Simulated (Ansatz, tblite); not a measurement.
**SiF2H2 (SiH₂F₂): spin-state energies by level**

Is the singlet the ground state of SiF2H2 (SiH₂F₂)? Other spin states are computed and compared level by level.

Computed with Ansatz 0.2.0, Gaussian basis. Level: as each input shows.

Levels to be run: triplet, at the geometry of the singlet (GFN1-xTB, GFN2-xTB, PBE0-D4/def2-TZVP, PBE-D4/def2-TZVP, r2SCAN-D4/def2-TZVP); the singlet's energies come from earlier runs.

## 1. The relaxed structure

The singlet was relaxed beforehand with r2SCAN-D4/def2-TZVP.

5 atoms, charge 0, spin multiplicity 1.

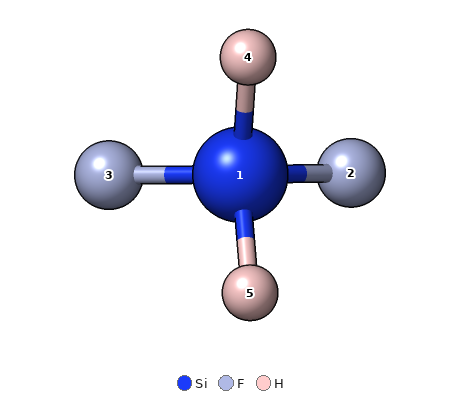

The structure; silicon blue, fluorine light blue, hydrogen pink; atoms are numbered from 1 in the order of the file.

Geometry (Å):

```xyz
5
F2H2Si
Si   -0.0451    0.0003   -0.0314
F    -0.0127   -0.0194    1.5549
F     1.4544    0.0108   -0.5503
H    -0.7017    1.2438   -0.4712
H    -0.6949   -1.2355   -0.5020
```

## 2. Triplet at the fixed geometry, GFN1-xTB

Tight binding, by tblite at 300 K electronic temperature and without a spin-polarisation term:

```python
tblite.interface.Calculator('GFN1-xTB', numbers, positions, charge=0, uhf=2).singlepoint()
```

Energy -355.7493 eV; 0.002 s.

## 3. Triplet at the fixed geometry, GFN2-xTB

Tight binding, by tblite at 300 K electronic temperature and without a spin-polarisation term:

```python
tblite.interface.Calculator('GFN2-xTB', numbers, positions, charge=0, uhf=2).singlepoint()
```

Energy -328.8432 eV; 0.002 s.

## 4. Triplet at the fixed geometry, PBE0-D4/def2-TZVP

File in.yaml:

```yaml
crystal:
  periodic: [false, false, false]
  atoms:
    - {symbol: Si, position_ang: [-0.045094, 0.000267, -0.031422]}
    - {symbol: F, position_ang: [-0.012658, -0.019370, 1.554877]}
    - {symbol: F, position_ang: [1.454384, 0.010831, -0.550301]}
    - {symbol: H, position_ang: [-0.701706, 1.243804, -0.471156]}
    - {symbol: H, position_ang: [-0.694906, -1.235533, -0.501988]}
basis:
  gaussian: {orbitals: def2-TZVP}
magnetization: {spin_polarized: true, initial_magnetization: 2}
hamiltonian: {xc: pbe0, dispersion: d4}
scf: {omitted_lower_state_checks: [starts]}
output: {orbitals: {seedname: orbitals}}
```

Run with:

```bash
$ ansatz run in.yaml --threads 4 --pin off --events-out ev --progress --plain --max-ram 3916MiB
```

The program printed:

```text
Functional definition: PBE0
  name "PBE0"
  cite "Adamo & Barone, J. Chem. Phys. 110, 6158 (1999) doi:10.1063/1.478522"
  cite "Perdew, Burke & Ernzerhof, Phys. Rev. Lett. 77, 3865 (1996) doi:10.1103/PhysRevLett.77.3865"
  parent pbe
  parameter a = 0.25
  parameter kappa = 0.804
  parameter beta = 0.06672455060314922
  exchange = (1 - a)*pbe_x(kappa = kappa, mu = beta*pi^2/3) + a*exact_x
  correlation = pbe_c(beta = beta)
these checks for a lower state are left out or cut short: starts
668 factors; their error is unknown
mean field evaluation 1: about -13331.2636 eV, gradient 2.8e1 eV
mean field evaluation 2: about -13326.0366 eV, gradient 5.0e1 eV
mean field evaluation 4: about -13333.4779 eV, gradient 6.3e-1 eV
mean field evaluation 8: about -13333.4825 eV, gradient 2.9e-2 eV
mean field evaluation 16: about -13333.5388 eV, gradient 2.4e-5 eV
mean field -13333.53876428 eV, -489.9985117902 hartree, gradient 1.8e-5 eV, S^2 2.005548; 0 other end points of the search recorded, 0 dependent functions left out
reference -13333.53879878 eV, -489.9985130581 hartree; 18, 16 occupied and 93, 95 virtual orbitals, 668 factors
Total energy: -13333.58594778 eV, -490.0002457517 hartree
Checks for a lower state left out: starts
```

It took 1.5 s on 4 threads of Arm Neoverse V1, shared host.

From the report: HOMO -2.47 eV, LUMO -8.22 eV (over both spins; with the spin held, an empty level of the minority spin lies below the top filled one); ⟨S²⟩ 2.006 (pure: 2.00).

## 5. Triplet at the fixed geometry, PBE-D4/def2-TZVP

start.molden holds the orbitals of an earlier run on this state, given as this run's starting guess.

Edit in.yaml of step 4 so:

```diff
@@ -9,5 +9,5 @@
 basis:
-  gaussian: {orbitals: def2-TZVP}
+  gaussian: {orbitals: def2-TZVP, initial_orbitals: start.molden}
 magnetization: {spin_polarized: true, initial_magnetization: 2}
-hamiltonian: {xc: pbe0, dispersion: d4}
+hamiltonian: {xc: pbe, dispersion: d4}
 scf: {omitted_lower_state_checks: [starts]}
```

Launched as before.

The program printed:

```text
Functional definition: PBE
  name "PBE"
  cite "Perdew, Burke & Ernzerhof, Phys. Rev. Lett. 77, 3865 (1996) doi:10.1103/PhysRevLett.77.3865"
  parent pbe
  parameter kappa = 0.804
  parameter beta = 0.06672455060314922
  exchange = pbe_x(kappa = kappa, mu = beta*pi^2/3)
  correlation = pbe_c(beta = beta)
these checks for a lower state are left out or cut short: starts
652 factors; their error is unknown
mean field evaluation 1: about -13333.0844 eV, gradient 6.9e0 eV
mean field evaluation 2: about -13333.1966 eV, gradient 1.8e-1 eV
mean field evaluation 4: about -13333.1905 eV, gradient 2.0e-3 eV
mean field evaluation 8: about -13333.1905 eV, gradient 2.3e-5 eV
mean field -13333.19046020 eV, -489.9857118511 hartree, gradient 1.2e-5 eV, S^2 2.002567; 0 other end points of the search recorded, 0 dependent functions left out
reference -13333.19050558 eV, -489.9857135190 hartree; 18, 16 occupied and 93, 95 virtual orbitals, 652 factors
Total energy: -13333.24795120 eV, -489.9878246066 hartree
Checks for a lower state left out: starts
```

Run time: 1.1 s. Hardware: 4 threads of Arm Neoverse V1, shared host.

HOMO -1.63 eV, LUMO -8.88 eV (over both spins; with the spin held, an empty level of the minority spin lies below the top filled one); ⟨S²⟩ 2.003 (pure: 2.00).

## 6. Triplet at the fixed geometry, r2SCAN-D4/def2-TZVP

Edit in.yaml of step 5 so:

```diff
@@ -11,3 +11,3 @@
 magnetization: {spin_polarized: true, initial_magnetization: 2}
-hamiltonian: {xc: pbe, dispersion: d4}
+hamiltonian: {xc: r2scan, dispersion: d4}
 scf: {omitted_lower_state_checks: [starts]}
```

The command is unchanged.

The program printed:

```text
Functional definition: r2SCAN
  name "r2SCAN"
  cite "Furness, Kaplan, Ning, Perdew & Sun, J. Phys. Chem. Lett. 11, 8208 (2020) doi:10.1021/acs.jpclett.0c02405"
  cite "Furness, Kaplan, Ning, Perdew & Sun, J. Phys. Chem. Lett. 11, 9248 (2020) doi:10.1021/acs.jpclett.0c03077"
  parent r2scan
  parameter k0 = 0.174
  parameter k1 = 0.065
  parameter a1 = 4.9479
  exchange = r2scan_x(k0 = k0, k1 = k1, a1 = a1)
  correlation = r2scan_c
these checks for a lower state are left out or cut short: starts
652 factors; their error is unknown
mean field evaluation 1: about -13339.3896 eV, gradient 3.9e0 eV
mean field evaluation 2: about -13339.4244 eV, gradient 7.5e-2 eV
mean field evaluation 4: about -13339.4171 eV, gradient 5.2e-4 eV
mean field evaluation 8: about -13339.4171 eV, gradient 1.0e-5 eV
mean field -13339.41710792 eV, -490.2145369344 hartree, gradient 1.0e-5 eV, S^2 2.006106; 0 other end points of the search recorded, 0 dependent functions left out
reference -13339.41712341 eV, -490.2145375036 hartree; 18, 16 occupied and 93, 95 virtual orbitals, 652 factors
Total energy: -13339.42994426 eV, -490.2150086611 hartree
Checks for a lower state left out: starts
```

It took 2.1 s on 4 threads of Arm Neoverse V1, shared host.

Report: HOMO -1.78 eV, LUMO -8.89 eV (over both spins; with the spin held, an empty level of the minority spin lies below the top filled one); ⟨S²⟩ 2.006 (pure: 2.00).

## 7. Triplet less singlet, vertical

The singlet's energies are those of its earlier runs, whose logs aren't repeated here.

| level | triplet less singlet, vertical (kcal/mol) | time |
| --- | --- | --- |
| GFN1-xTB | +197.1 | 0.006 s |
| GFN2-xTB | +164.3 | 0.004 s |
| PBE-D4/def2-TZVP | +172.3 | 1.5 s |
| r2SCAN-D4/def2-TZVP | +178.7 | 3.2 s |
| PBE0-D4/def2-TZVP | +183.6 | 2.1 s |

Times add the two runs; a level without a time comes out of a correlated run. Tight binding without a spin term can't rank spin states.

## 8. What came out

| quantity | value |
| --- | --- |
| triplet less singlet, vertical, functionals in def2-TZVP | +172.3 (PBE-D4) to +183.6 kcal/mol (PBE0-D4) |

In words: All functionals put the triplet above the singlet, over a spread of 11.3 kcal/mol. The checks for a lower triplet were left out, so another state of that spin may lie lower. These are electronic energies, without zero-point motion, entropy or surroundings.
